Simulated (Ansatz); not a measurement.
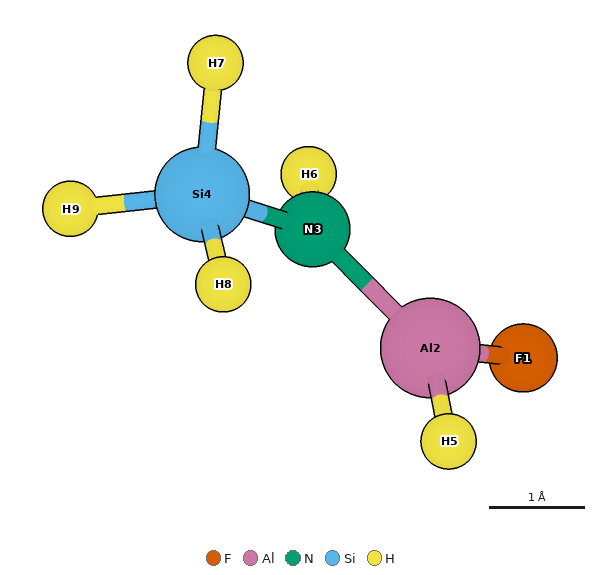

**Figure 1.** The input geometry (ball-and-stick view, seen at a tilt; atoms are numbered from 1 in the order of the input). Sticks mark near contacts. Bond lengths as drawn: Al–F 1.65 Å, Al–H 1.57 Å, Al–N 1.77 Å, H–N 1.01 Å, H–Si 1.49 Å and N–Si 1.73 Å.

# Single-point calculation, with input and output: AlSiNH₅F

- system: AlSiNH₅F
- method: RHF-MP2, frozen core/def2-QZVPP (Ansatz 0.2.0)

The geometry comes from this level: PBE0-D4/def2-TZVP.

**The input**
```yaml
crystal:
  periodic: [false, false, false]
  atoms:
    - {symbol: F, position_ang: [-1.352499, 2.745767, 0.794979]}
    - {symbol: Al, position_ang: [-0.342529, 1.704808, 0.008811]}
    - {symbol: N, position_ang: [-0.451170, -0.008960, 0.442318]}
    - {symbol: Si, position_ang: [0.463792, -1.332593, -0.185034]}
    - {symbol: H, position_ang: [0.655434, 2.250546, -1.069055]}
    - {symbol: H, position_ang: [-1.132159, -0.254720, 1.150004]}
    - {symbol: H, position_ang: [1.248496, -2.025503, 0.873838]}
    - {symbol: H, position_ang: [1.399756, -0.771979, -1.194333]}
    - {symbol: H, position_ang: [-0.400620, -2.353668, -0.838629]}
basis:
  gaussian: {orbitals: "def2-QZVPP.json"}
correlation: {method: mp2}
```

Hardware: 2 threads of Arm Neoverse V1, 23 GiB of memory available, shared host.

Run as:
```bash
ansatz run in.yaml --threads 2 --pin off --events-out ev --progress --plain --max-ram 4352MiB
```

**Output**
```
Functional definition: HF
  name "HF"
  cite "Fock, Z. Phys. 61, 126 (1930) doi:10.1007/BF01340294"
  parent pbe
  exchange = exact_x
  correlation = 0
2387 factors; integrals over basis functions are off by at most 5.5e-4 eV
mean field evaluation 1: about -18713.8000 eV, gradient 4.9e1 eV
mean field evaluation 2: about -18713.8873 eV, gradient 5.0e1 eV
mean field evaluation 4: about -18718.8319 eV, gradient 3.2e0 eV
mean field evaluation 8: about -18718.8895 eV, gradient 1.6e-1 eV
mean field -18718.88961041 eV, -687.9065050633 hartree, gradient 8.6e-7 eV, S^2 0.000000; 0 other end points of the search recorded, 0 dependent functions left out
12 core orbitals not correlated: weight in the atoms' cores, before any rotation towards them, 1.000 or more for the frozen orbitals, at most 0.000 for the correlated occupied ones
reference -18718.88961041 eV, -687.9065050633 hartree; 12, 12 occupied and 380, 380 virtual orbitals, 2387 factors
second order -19.68476920 eV of doubles, -0.00000000 eV of singles
Total energy: -18738.57437961 eV, -688.6299069887 hartree
```

**Results in brief**

- outcome: converged
- total energy: −18738.5744 eV
- mean-field energy: −18718.8896 eV
- SCF solution under orbital rotations: stable
- wall time: 22 s (CPU time 42 s)
- peak memory: 1.8 GiB
